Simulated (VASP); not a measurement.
Energy against volume of PtAl2 (fluorite). Calculation: r2SCAN+rVV10, VASP's PBE PAW potentials (set 64) (plane waves; VASP).

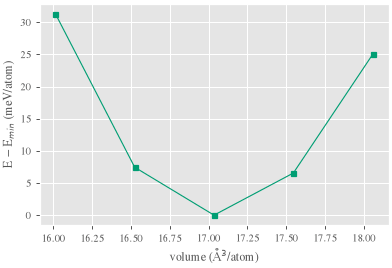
*Energy against volume*

### Question
Estimate the equilibrium volume and the bulk modulus.

### Answer
The minimum lies near 17.0 Å³/atom, and the curvature gives B0 of about 150 GPa.

The compound is PtAl2 in the fluorite structure. It was relaxed first.
